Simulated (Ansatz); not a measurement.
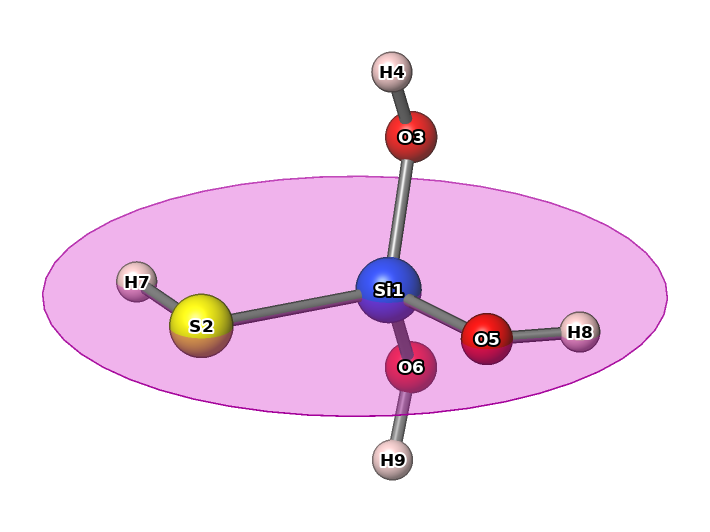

A disc through the centre of mass is drawn in. Distant atoms are faded towards the background colour. Computed geometry: PBE0-D4/def2-TZVP optimisation.

Question: Is the plane of the disc a mirror plane of the structure?

Answer: Yes. The reflection leaves Si1, S2, O5, H7, H8 in place and moves O3 ↔ O6; H4 ↔ H9. The point group is Cs.
